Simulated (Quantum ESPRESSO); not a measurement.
# Al(100): a series in the number of layers, part 2 of 7

What law, if any, do the results for Al(100) follow against the number of layers?

Quantum ESPRESSO 7.5; plane-wave DFT, PBE, GBRV ultrasoft pseudopotentials.

So far. Step 2 (Relaxing cell and ions of the reference):  The last row is no step: it is a fresh SCF in the final cell with a new plane-wave basis, +0 meV from the row before. The relaxed cell has a = 4.040 Å (conventional setting).

## 3. Ground state of the reference

A bulk run at that cell gives the reference energy and levels.

File ref.bulk.in:

```
&control
  prefix = 'ref.bulk'
  outdir = './out'
  pseudo_dir = './pseudo'
  calculation = 'scf'
  tprnfor = .true.
/
&system
  ibrav = 0
  nat = 1
  ntyp = 1
  ecutwfc = 40
  ecutrho = 200
  occupations = 'smearing'
  smearing = 'mv'
  degauss = 0.02
/
&electrons
  conv_thr = 1e-09
  mixing_beta = 0.4
  electron_maxstep = 120
/
ATOMIC_SPECIES
  Al  26.9815  al_pbe_v1.uspp.F.UPF
CELL_PARAMETERS angstrom
  0.00000000000000 2.01977479900000 2.01977479900000
  2.01977479900000 0.00000000000000 2.01977479900000
  2.01977479900000 2.01977479900000 0.00000000000000
ATOMIC_POSITIONS crystal
  Al  0.000000000000 0.000000000000 0.000000000000
K_POINTS automatic
  17 17 17 0 0 0
```

Command:

```console
OMP_NUM_THREADS=1 mpirun -n 4 pw.x -nk 4 -in ref.bulk.in > ref.bulk.out
```

The log of the run:

```text
[banner, memory and clock lines left out]
Program PWSCF v.7.5 starts
[citation notice left out]

[...]
Message from routine setup:
[...]
bravais-lattice index     =            0
     lattice parameter (alat)  =       5.3978  a.u.
     unit-cell volume          =     111.2078 (a.u.)^3
     number of atoms/cell      =            1
     number of atomic types    =            1
     number of electrons       =         3.00
     number of Kohn-Sham states=            6
     kinetic-energy cutoff     =      40.0000  Ry
     charge density cutoff     =     200.0000  Ry
     scf convergence threshold =      1.0E-09
     mixing beta               =       0.4000
     number of iterations used =            8  plain     mixing
     Exchange-correlation= SLA  PW   PBE  PBE
                           (   1   4   3   4   0   0   0)

[...]
PseudoPot. # 1 for Al read from file:
     ./pseudo/al_pbe_v1.uspp.F.UPF
     Pseudo is Ultrasoft + core correction, Zval =  3.0
     Generated by new atomic code, or converted to UPF format
     Using radial grid of  893 points,  3 beta functions with:
                l(1) =   0
                l(2) =   1
                l(3) =   2
     Q(r) pseudized with  8 coefficients,  rinner =    0.900   0.900   0.900
                                                       0.900   0.900

     atomic species   valence    mass     pseudopotential
     Al                3.00    26.98150     Al( 1.00)

     48 Sym. Ops., with inversion, found

[...]
number of k points=   165  Marzari-Vanderbilt smearing, width (Ry)=  0.0200

     Number of k-points >= 100: set verbosity='high' to print them.

     Dense  grid:     5209 G-vectors     FFT dimensions: (  25,  25,  25)

     Smooth grid:     3839 G-vectors     FFT dimensions: (  24,  24,  24)

     Initial potential from superposition of free atoms

     starting charge       2.9975, renormalised to       3.0000
     Starting wfcs are    4 randomized atomic wfcs +    2 random wfcs

     per-process dynamical memory:     9.1 Mb

     Self-consistent Calculation

     iteration #  1     ecut=    40.00 Ry     beta= 0.40
     Davidson diagonalization with overlap
     ethr =  1.00E-02,  avg # of iterations =  5.6

     Threshold (ethr) on eigenvalues was too large:
     Diagonalizing with lowered threshold

     Davidson diagonalization with overlap
     ethr =  2.07E-04,  avg # of iterations =  2.0

     total energy              =      -6.70847423 Ry
     estimated scf accuracy    <       0.00619482 Ry

     iteration #  2     ecut=    40.00 Ry     beta= 0.40
[...]
total energy              =      -6.70783293 Ry
     estimated scf accuracy    <       0.00200291 Ry

     iteration #  3     ecut=    40.00 Ry     beta= 0.40
[...]
total energy              =      -6.70790517 Ry
     estimated scf accuracy    <       0.00000515 Ry

     iteration #  4     ecut=    40.00 Ry     beta= 0.40
[...]
c_bands:  1 eigenvalues not converged
     c_bands:  1 eigenvalues not converged
[...]
total energy              =      -6.70790602 Ry
     estimated scf accuracy    <       0.00000007 Ry

     iteration #  5     ecut=    40.00 Ry     beta= 0.40
[...]
total energy              =      -6.70790603 Ry
     estimated scf accuracy    <          2.8E-09 Ry

     iteration #  6     ecut=    40.00 Ry     beta= 0.40
[...]
End of self-consistent calculation

     Number of k-points >= 100: set verbosity='high' to print the bands.

     the Fermi energy is     7.9082 ev

!    total energy              =      -6.70790603 Ry
     estimated scf accuracy    <          5.8E-11 Ry
     smearing contrib. (-TS)   =       0.00011863 Ry
     internal energy E=F+TS    =      -6.70802466 Ry

     The total energy is F=E-TS. E is the sum of the following terms:
     one-electron contribution =       2.98313788 Ry
     hartree contribution      =       0.00840648 Ry
     xc contribution           =      -4.29405526 Ry
     ewald contribution        =      -5.40551376 Ry

     convergence has been achieved in   6 iterations

     Forces acting on atoms (cartesian axes, Ry/au):

     atom    1 type  1   force =     0.00000000    0.00000000    0.00000000

     Total force =     0.000000     Total SCF correction =     0.000000

[...]
```

Elapsed: 2.4 s, on 4 MPI ranks of Arm Neoverse V1, shared host; peak memory 0.18 GiB; 9.4 s of CPU time.

Read from the output:

* free energy: -91.2657 eV

## 4. Relaxation with pw.x, 4 layers

What the set-up leaves free in this member is relaxed.

System of this step: Al(100), 4 layers. The cell holds 4 atoms: 4 Al. Its edges and angles: a = 2.856 Å, b = 2.856 Å, c = 22.018 Å, α = 90.0°, β = 90.0°, γ = 90.0°. It derives from Al. Vacuum lies along c.

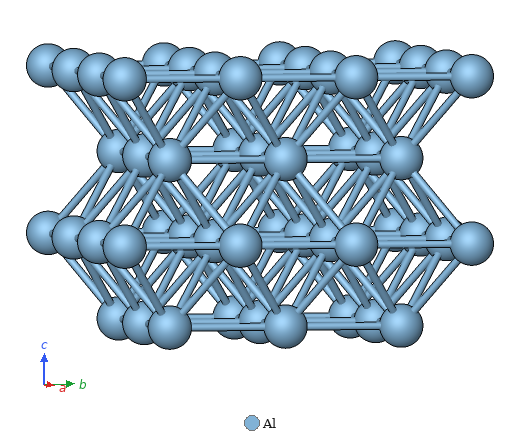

The cell of this step (aluminium light blue). 3×3×1 cells are drawn. Some periodic images of atoms are drawn too.

File m0.relax.in:

```
&control
  prefix = 'm0.relax'
  outdir = './out'
  pseudo_dir = './pseudo'
  nstep = 40
  forc_conv_thr = 0.001
  calculation = 'relax'
/
&system
  ibrav = 0
  nat = 4
  ntyp = 1
  ecutwfc = 40
  ecutrho = 200
  occupations = 'smearing'
  smearing = 'mv'
  degauss = 0.02
/
&electrons
  conv_thr = 1e-08
  mixing_beta = 0.4
  electron_maxstep = 120
  mixing_mode = 'local-TF'
/
&ions
/
ATOMIC_SPECIES
  Al  26.9815  al_pbe_v1.uspp.F.UPF
CELL_PARAMETERS angstrom
  2.85639291368519 0.00000000000000 0.00000000000000
  0.00000000000000 2.85639291368519 0.00000000000000
  0.00000000000000 0.00000000000000 22.01803885823456
ATOMIC_POSITIONS crystal
  Al  0.500000000000 0.500000000000 0.362400906002
  Al  0.000000000000 0.000000000000 0.454133635334
  Al  0.500000000000 0.500000000000 0.545866364666
  Al  0.000000000000 0.000000000000 0.637599093998
K_POINTS automatic
  12 12 1 0 0 0
```

Command:

```console
OMP_NUM_THREADS=1 mpirun -n 4 pw.x -nk 4 -in m0.relax.in > m0.relax.out
```

The log of the run:

```text
[banner, memory and clock lines left out]
Program PWSCF v.7.5 starts

          URL

     Message from routine setup:
     using ibrav=0 with symmetry is DISCOURAGED, use correct ibrav instead

     G-vector sticks info

     bravais-lattice index     =            0
     lattice parameter (alat)  =       5.3978  a.u.
     unit-cell volume          =    1212.3029 (a.u.)^3
     number of atoms/cell      =            4
     number of atomic types    =            1
     number of electrons       =        12.00
     number of Kohn-Sham states=           10
     kinetic-energy cutoff     =      40.0000  Ry
     charge density cutoff     =     200.0000  Ry
     scf convergence threshold =      1.0E-08
     mixing beta               =       0.4000
     number of iterations used =            8  local-TF  mixing
     energy convergence thresh.=      1.0E-04
     force convergence thresh. =      1.0E-03
     Exchange-correlation= SLA  PW   PBE  PBE
                           (   1   4   3   4   0   0   0)
     nstep                     =           40

     celldm(1)=   5.397800  celldm(2)=   0.000000  celldm(3)=   0.000000
     celldm(4)=   0.000000  celldm(5)=   0.000000  celldm(6)=   0.000000

     crystal axes: (cart. coord. in units of alat)
               a(1) = (   1.000000   0.000000   0.000000 )
               a(2) = (   0.000000   1.000000   0.000000 )
               a(3) = (   0.000000   0.000000   7.708337 )

     reciprocal axes: (cart. coord. in units 2 pi/alat)
               b(1) = (  1.000000  0.000000  0.000000 )
               b(2) = (  0.000000  1.000000  0.000000 )
               b(3) = (  0.000000  0.000000  0.129730 )

     PseudoPot. # 1 for Al read from file:
     ./pseudo/al_pbe_v1.uspp.F.UPF
     Pseudo is Ultrasoft + core correction, Zval =  3.0
     Generated by new atomic code, or converted to UPF format
     Using radial grid of  893 points,  3 beta functions with:
                l(1) =   0
                l(2) =   1
                l(3) =   2
     Q(r) pseudized with  8 coefficients,  rinner =    0.900   0.900   0.900
                                                       0.900   0.900

     atomic species   valence    mass     pseudopotential
     Al                3.00    26.98150     Al( 1.00)

     16 Sym. Ops., with inversion, found ( 8 have fractional translation)

   Cartesian axes

     site n.     atom                  positions (alat units)
         1        Al     tau(   1) = (   0.5000000   0.5000000   2.7935083  )
         2        Al     tau(   2) = (   0.0000000   0.0000000   3.5006151  )
         3        Al     tau(   3) = (   0.5000000   0.5000000   4.2077218  )
         4        Al     tau(   4) = (   0.0000000   0.0000000   4.9148286  )

     number of k points=    28  Marzari-Vanderbilt smearing, width (Ry)=  0.0200
                       cart. coord. in units 2pi/alat
        k(    1) = (   0.0000000   0.0000000   0.0000000), wk =   0.0138889
        k(    2) = (   0.0000000   0.0833333   0.0000000), wk =   0.0555556
        k(    3) = (   0.0000000   0.1666667   0.0000000), wk =   0.0555556
        k(    4) = (   0.0000000   0.2500000   0.0000000), wk =   0.0555556
        k(    5) = (   0.0000000   0.3333333   0.0000000), wk =   0.0555556
        k(    6) = (   0.0000000   0.4166667   0.0000000), wk =   0.0555556
        k(    7) = (   0.0000000  -0.5000000   0.0000000), wk =   0.0277778
        k(    8) = (   0.0833333   0.0833333   0.0000000), wk =   0.0555556
        k(    9) = (   0.0833333   0.1666667   0.0000000), wk =   0.1111111
        k(   10) = (   0.0833333   0.2500000   0.0000000), wk =   0.1111111
        k(   11) = (   0.0833333   0.3333333   0.0000000), wk =   0.1111111
        k(   12) = (   0.0833333   0.4166667   0.0000000), wk =   0.1111111
        k(   13) = (   0.0833333  -0.5000000   0.0000000), wk =   0.0555556
        k(   14) = (   0.1666667   0.1666667   0.0000000), wk =   0.0555556
        k(   15) = (   0.1666667   0.2500000   0.0000000), wk =   0.1111111
        k(   16) = (   0.1666667   0.3333333   0.0000000), wk =   0.1111111
        k(   17) = (   0.1666667   0.4166667   0.0000000), wk =   0.1111111
        k(   18) = (   0.1666667  -0.5000000   0.0000000), wk =   0.0555556
        k(   19) = (   0.2500000   0.2500000   0.0000000), wk =   0.0555556
        k(   20) = (   0.2500000   0.3333333   0.0000000), wk =   0.1111111
        k(   21) = (   0.2500000   0.4166667   0.0000000), wk =   0.1111111
        k(   22) = (   0.2500000  -0.5000000   0.0000000), wk =   0.0555556
        k(   23) = (   0.3333333   0.3333333   0.0000000), wk =   0.0555556
        k(   24) = (   0.3333333   0.4166667   0.0000000), wk =   0.1111111
        k(   25) = (   0.3333333  -0.5000000   0.0000000), wk =   0.0555556
        k(   26) = (   0.4166667   0.4166667   0.0000000), wk =   0.0555556
        k(   27) = (   0.4166667  -0.5000000   0.0000000), wk =   0.0555556
        k(   28) = (  -0.5000000  -0.5000000   0.0000000), wk =   0.0138889

     Dense  grid:    57859 G-vectors     FFT dimensions: (  30,  30, 192)

     Smooth grid:    41459 G-vectors     FFT dimensions: (  24,  24, 180)

     Initial potential from superposition of free atoms

     starting charge      11.9901, renormalised to      12.0000

     negative rho (up, down):  1.599E-04 0.000E+00
     Starting wfcs are   16 randomized atomic wfcs

     per-process dynamical memory:    41.2 Mb

     Self-consistent Calculation

     iteration #  1     ecut=    40.00 Ry     beta= 0.40
     Davidson diagonalization with overlap
     ethr =  1.00E-02,  avg # of iterations =  3.0

     negative rho (up, down):  4.158E-06 0.000E+00

     total energy              =     -26.78039298 Ry
     estimated scf accuracy    <       0.27990221 Ry

     iteration #  2     ecut=    40.00 Ry     beta= 0.40
     Davidson diagonalization with overlap
     ethr =  2.33E-03,  avg # of iterations =  1.1

     negative rho (up, down):  2.667E-04 0.000E+00

     total energy              =     -26.74366310 Ry
     estimated scf accuracy    <       0.16659142 Ry

     iteration #  3     ecut=    40.00 Ry     beta= 0.40
     Davidson diagonalization with overlap
     ethr =  1.39E-03,  avg # of iterations =  2.2

     total energy              =     -26.76090436 Ry
     estimated scf accuracy    <       0.01350495 Ry

     iteration #  4     ecut=    40.00 Ry     beta= 0.40
     Davidson diagonalization with overlap
     ethr =  1.13E-04,  avg # of iterations =  3.0

     total energy              =     -26.76251096 Ry
     estimated scf accuracy    <       0.02681590 Ry

[...]
negative rho (up, down):  1.905E-04 0.000E+00

     total energy              =     -26.76114867 Ry
     estimated scf accuracy    <       0.00000002 Ry

     iteration #  5     ecut=    40.00 Ry     beta= 0.40
     Davidson diagonalization with overlap
     ethr =  1.31E-10,  avg # of iterations =  2.1

     negative rho (up, down):  1.904E-04 0.000E+00

     total energy              =     -26.76114867 Ry
     estimated scf accuracy    <          5.3E-09 Ry

     iteration #  6     ecut=    40.00 Ry     beta= 0.40
     Davidson diagonalization with overlap
     ethr =  4.42E-11,  avg # of iterations =  1.0

     negative rho (up, down):  1.920E-04 0.000E+00

     total energy              =     -26.76114867 Ry
     estimated scf accuracy    <          3.6E-09 Ry

     iteration #  7     ecut=    40.00 Ry     beta= 0.40
     Davidson diagonalization with overlap
     ethr =  2.98E-11,  avg # of iterations =  1.8

     negative rho (up, down):  1.927E-04 0.000E+00

     total energy              =     -26.76114867 Ry
     estimated scf accuracy    <          1.5E-09 Ry

     iteration #  8     ecut=    40.00 Ry     beta= 0.40
     Davidson diagonalization with overlap
     ethr =  1.28E-11,  avg # of iterations =  1.5

     negative rho (up, down):  1.934E-04 0.000E+00

     total energy              =     -26.76114867 Ry
     estimated scf accuracy    <          2.0E-10 Ry

     iteration #  9     ecut=    40.00 Ry     beta= 0.40
     Davidson diagonalization with overlap
     ethr =  1.70E-12,  avg # of iterations =  1.5

     negative rho (up, down):  1.935E-04 0.000E+00

     End of self-consistent calculation

          k = 0.0000 0.0000 0.0000 (  5251 PWs)   bands (ev):

   -10.4267  -9.0363  -6.9012  -4.0491  -1.7383   1.7306   3.6657   4.6195
     4.7699   6.2588

          k = 0.0000 0.0833 0.0000 (  5227 PWs)   bands (ev):

   -10.3010  -8.9115  -6.7776  -3.9266  -1.6206   1.8433   3.7885   3.9464
     4.7488   4.8854

          k = 0.0000 0.1667 0.0000 (  5209 PWs)   bands (ev):

    -9.9243  -8.5374  -6.4074  -3.5605  -1.2689   1.5638   2.2809   2.9165
     4.1741   4.9192

          k = 0.0000 0.2500 0.0000 (  5205 PWs)   bands (ev):

    -9.2984  -7.9159  -5.7926  -2.9547  -0.6925  -0.5729   0.7629   2.6161
     3.0186   4.7861

          k = 0.0000 0.3333 0.0000 (  5187 PWs)   bands (ev):

    -8.4262  -7.0501  -4.9366  -2.5882  -2.1034  -1.2560   0.1435   0.8222
     3.6603   3.6628

          k = 0.0000 0.4167 0.0000 (  5175 PWs)   bands (ev):

    -7.3120  -5.9456  -4.3761  -3.8451  -3.0324  -1.2376  -0.7361   1.0303
     2.0985   3.9400

          k = 0.0000-0.5000 0.0000 (  5178 PWs)   bands (ev):

    -5.9633  -5.9633  -4.5975  -4.5975  -2.5294  -2.5294   0.2768   0.2768
     2.6086   2.6086

          k = 0.0833 0.0833 0.0000 (  5221 PWs)   bands (ev):

   -10.1753  -8.7867  -6.6540  -3.8043  -1.5030   1.9577   3.5863   3.9121
     4.7902   5.0135

          k = 0.0833 0.1667 0.0000 (  5212 PWs)   bands (ev):

    -9.7989  -8.4129  -6.2842  -3.4385  -1.1513   1.6404   2.3682   2.9762
     4.2921   4.8179

          k = 0.0833 0.2500 0.0000 (  5207 PWs)   bands (ev):

    -9.1735  -7.7919  -5.6699  -2.8334  -0.5748  -0.4681   0.8645   2.7225
     3.1118   4.9053

          k = 0.0833 0.3333 0.0000 (  5179 PWs)   bands (ev):

    -8.3020  -6.9268  -4.8147  -2.4734  -1.9828  -1.1421   0.2601   0.9329
     3.7632   3.7671

          k = 0.0833 0.4167 0.0000 (  5172 PWs)   bands (ev):

    -7.1889  -5.8235  -4.2568  -3.7243  -2.9142  -1.1182  -0.6207   1.1472
     2.2099   4.0525

          k = 0.0833-0.5000 0.0000 (  5164 PWs)   bands (ev):

    -5.8417  -5.8417  -4.4768  -4.4768  -2.4102  -2.4102   0.3933   0.3933
     2.7234   2.7234

          k = 0.1667 0.1667 0.0000 (  5208 PWs)   bands (ev):

    -9.4234  -8.0400  -5.9152  -3.0739  -0.7997   1.4941   2.4612   2.7776
     3.2373   4.2160

          k = 0.1667 0.2500 0.0000 (  5212 PWs)   bands (ev):

    -8.7995  -7.4205  -5.3025  -2.4708  -0.2227  -0.1850   1.1349   2.8067
     3.1134   3.5714

          k = 0.1667 0.3333 0.0000 (  5176 PWs)   bands (ev):

    -7.9303  -6.5577  -4.4498  -2.1344  -1.6229  -0.8066   0.6080   1.2574
     3.6081   4.0654

          k = 0.1667 0.4167 0.0000 (  5157 PWs)   bands (ev):

    -6.8204  -5.4577  -3.9011  -3.3629  -2.5618  -0.7614  -0.2773   1.4968
     2.5381   4.3670

          k = 0.1667-0.5000 0.0000 (  5146 PWs)   bands (ev):

    -5.4781  -5.4781  -4.1159  -4.1159  -2.0540  -2.0540   0.7406   0.7406
     3.0647   3.0647

          k = 0.2500 0.2500 0.0000 (  5204 PWs)   bands (ev):

    -8.1783  -6.8037  -4.6927  -1.8711  -0.1366   0.3580   1.1520   1.3165
     2.6981   3.1314

          k = 0.2500 0.3333 0.0000 (  5174 PWs)   bands (ev):

    -7.3131  -5.9451  -3.8444  -1.6071  -1.0324  -0.2900   1.1735   1.6024
     1.7489   2.9516

          k = 0.2500 0.4167 0.0000 (  5149 PWs)   bands (ev):

    -6.2091  -4.8513  -3.3181  -2.7642  -1.9852  -0.1729   0.2804   2.0726
     2.5822   3.0479

          k = 0.2500-0.5000 0.0000 (  5142 PWs)   bands (ev):

    -4.8763  -4.8763  -3.5196  -3.5196  -1.4656  -1.4656   1.3100   1.3100
     3.6116   3.6116

          k = 0.3333 0.3333 0.0000 (  5170 PWs)   bands (ev):

    -6.4542  -5.0930  -3.0032  -1.3029  -0.2686  -0.0111   0.1973   1.4168
     1.9764   2.0784

          k = 0.3333 0.4167 0.0000 (  5155 PWs)   bands (ev):

    -5.3603  -4.0097  -2.5470  -1.9350  -1.2271   0.5458   0.7261   1.0353
     1.9588   2.9054

          k = 0.3333-0.5000 0.0000 (  5154 PWs)   bands (ev):

    -4.0466  -4.0466  -2.6997  -2.6997  -0.6578  -0.6578   1.8228   1.8228
     2.1427   2.1427

          k = 0.4167 0.4167 0.0000 (  5140 PWs)   bands (ev):

    -4.2859  -2.9465  -2.0032  -0.8900  -0.7097  -0.5934   0.7538   1.2822
     1.6727   1.7834

          k = 0.4167-0.5000 0.0000 (  5152 PWs)   bands (ev):

    -3.0281  -3.0281  -1.7019  -1.7019   0.1674   0.1674   0.3239   0.3239
     1.5381   1.5381

          k =-0.5000-0.5000 0.0000 (  5136 PWs)   bands (ev):

    -2.2367  -2.2367  -0.9427  -0.9427  -0.8607  -0.8607   0.5664   0.5664
     1.0506   1.0506

     the Fermi energy is     0.2589 ev

!    total energy              =     -26.76114867 Ry
     estimated scf accuracy    <          2.3E-11 Ry
     smearing contrib. (-TS)   =      -0.00046069 Ry
     internal energy E=F+TS    =     -26.76068798 Ry

     The total energy is F=E-TS. E is the sum of the following terms:
     one-electron contribution =    -160.57570838 Ry
     hartree contribution      =      82.91622222 Ry
     xc contribution           =     -16.95519402 Ry
     ewald contribution        =      67.85399220 Ry

     convergence has been achieved in   9 iterations

     negative rho (up, down):  1.935E-04 0.000E+00

     Forces acting on atoms (cartesian axes, Ry/au):

     atom    1 type  1   force =     0.00000000    0.00000000   -0.00099832
     atom    2 type  1   force =     0.00000000    0.00000000    0.00044303
     atom    3 type  1   force =     0.00000000    0.00000000   -0.00044303
     atom    4 type  1   force =     0.00000000    0.00000000    0.00099832

     Total force =     0.001545     Total SCF correction =     0.000007
     Energy error            =      2.2E-05 Ry
     Gradient error          =      1.0E-03 Ry/Bohr

     bfgs converged in   4 scf cycles and   3 bfgs steps
     (criteria: energy <  1.0E-04 Ry, force <  1.0E-03 Ry/Bohr)

     End of BFGS Geometry Optimization

     Final energy             =     -26.7611486677 Ry

     File ./out/m0.relax.bfgs deleted, as requested
Begin final coordinates

ATOMIC_POSITIONS (crystal)
Al               0.5000000000        0.5000000000        0.3621594947
Al               0.0000000000        0.0000000000        0.4543982149
Al               0.5000000000        0.5000000000        0.5456017851
Al               0.0000000000        0.0000000000        0.6378405053
End final coordinates

     XML data file, charge density, pseudopotentials, collected wavefunctions

                                        0.00s GPU  (     890 calls)
```

Wall time 36 s (4 MPI ranks); peak memory 0.38 GiB; 2.4 min of CPU time.

[end of part 2 of 7]

[Logs are printed without paths, hosts, clocks, repeated set-up lines and the standing remarks that a program may print on its own settings, such as how far it seeks lower states.]

[Hosts, paths, dates, database ids (printed as entryN), source tags and the programs' standing remarks are cut or masked in the printed files.]

[Maps of the electrostatic potential energy from Ansatz leave out the sawtooth potential of an applied field or a dipole correction, so their vacuum need not be flat; planar profiles and work functions include it.]
